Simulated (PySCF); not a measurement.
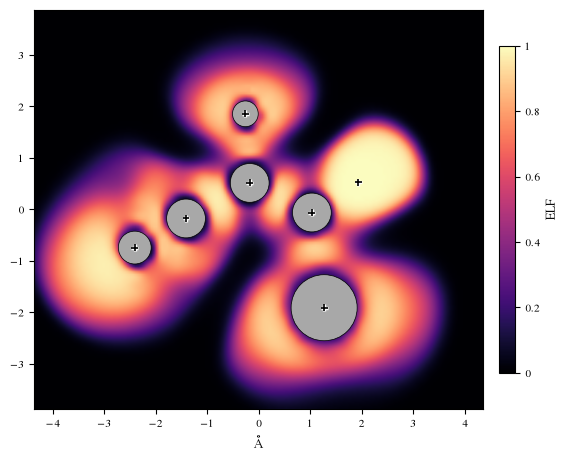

The ELF on a plane through atoms (crosses mark nuclei in the plane; grey discs cover the cores).

Level of theory: CAM-B3LYP/def2-SVPD, SCF density, gas phase in PySCF.

Candidates:
A. C$_{3}$HBrFN (SMILES N#C/C(F)=C\Br)
B. C$_{7}$H$_{10}$OS
C. C$_{4}$H$_{10}$AlClO (SMILES CC[C@H](C)[O][AlH][Cl])

### Which candidate gave the map?

Candidate A: C$_{3}$HBrFN on the molecular plane, which holds N, C, F, Br and H. C–N (1.14 Å): the ELF peaks at about 0.85 between the atoms; a short, multiple covalent bond. C–C (1.34 Å): the ELF peaks at about 0.95 between the atoms; a short, multiple covalent bond.
